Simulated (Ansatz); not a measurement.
**BH4Si (charge −1): density, localisation and related maps**

The calculation's input:

```
crystal:
  periodic: [false, false, false]
  atoms:
    - {symbol: B, position_ang: [-0.416826, 3.355807, 0.022315]}
    - {symbol: Si, position_ang: [-0.362624, 1.540896, -0.483445]}
    - {symbol: H, position_ang: [-0.740954, 3.683552, 1.152146]}
    - {symbol: H, position_ang: [-0.369491, 4.242760, -0.814380]}
    - {symbol: H, position_ang: [0.336428, 1.093919, -1.749304]}
    - {symbol: H, position_ang: [-0.093594, 0.446710, 0.527126]}
basis:
  gaussian: {orbitals: def2-TZVPD}
total_charge: -1
output: {forces: true, orbitals: {seedname: orbitals}}
hamiltonian: {xc: pbe0}
```

Launched as:

```sh
ansatz run input.yaml --threads 1 --pin off --max-ram 2610MiB --events-out events.jsonl --progress --plain --runs-dir runs
```

Geometry: B3LYP-D3(BJ)/def2-SVPD; the highest occupied orbital lies above zero, a sign that basis and functional describe the outermost electron poorly.

These are results of isolated molecule in a Gaussian basis; Kohn-Sham density functional theory, functional PBE0 in Ansatz, not measurements.

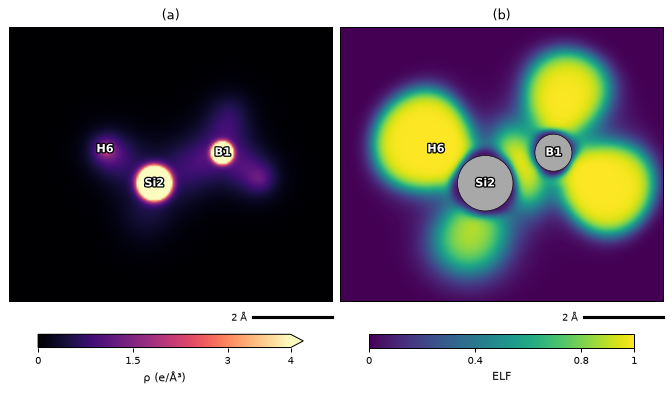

Figure 1. (a) electron density; (b) electron localisation function on the plane of atoms B1, Si2 and H6. Grey discs cover the atomic cores in the ELF map.

### Read the bonding off the picture.

The section cuts through B, Si and H sites.
Si–B (1.88 Å): ρ at the midpoint is about 0.87 e/Å³; the ELF peaks at about 0.95 between the atoms; localised, covalent bonding.
Si–H (1.51 Å): the density is about 0.72 e/Å³ at the midpoint; the ELF climbs to about 1 towards the hydrogen, as it does in any bond to H.

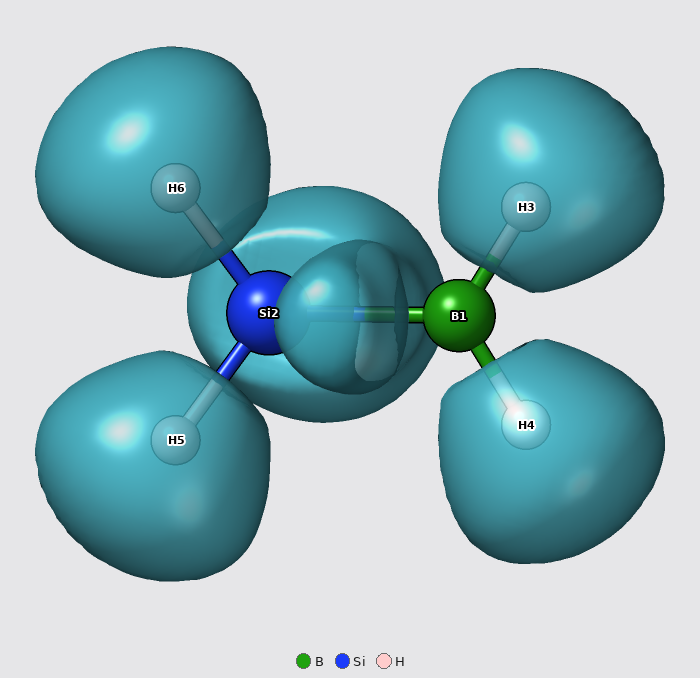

Figure 2. Isosurface of the electron localisation function at 0.75 (cyan), seen across its widest extent. Core shells and regions of very low density are left out.

### Where are the electrons localised?

The surface consists of four regions around hydrogen nuclei and one joined region spread over several atoms (B, Si), in which their bonds and any lone pairs are merged. Profiles from the grid: B–H (1.22 Å): the ELF climbs to about 1 towards the hydrogen: an ordinary covalent bond to hydrogen.

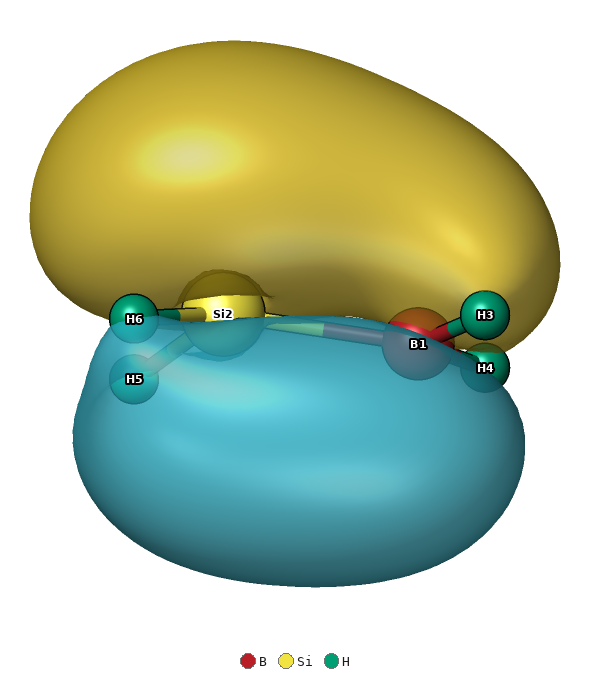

Figure 3. The HOMO at ±0.06 Å⁻³ᐟ² (yellow and cyan are the two phases), seen from one side.

### Describe this orbital and give its energy.

Its weight (Hirshfeld) is mainly on Si2 (about 60 %) and B1 (about 30 %). Its energy is 0.07 eV.
